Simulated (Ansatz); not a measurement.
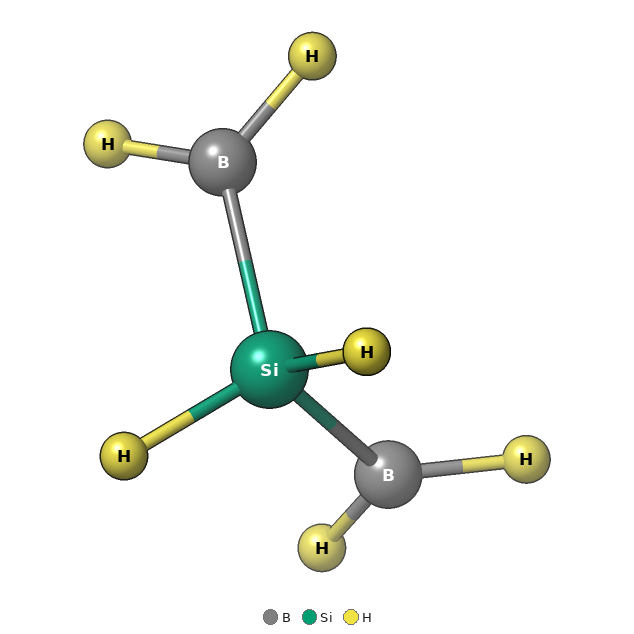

Atoms fade into the background with distance from the viewer. The geometry was computed by an optimisation with PBE0-D4/def2-TZVP. No frequency run is at hand to confirm it as a minimum.

Which symmetry elements does this geometry have?

Answer. It has 1 C2 axis and 2 mirror planes, so the point group is C2v. The group has 4 operations. The geometry is achiral, and symmetry allows a dipole moment.
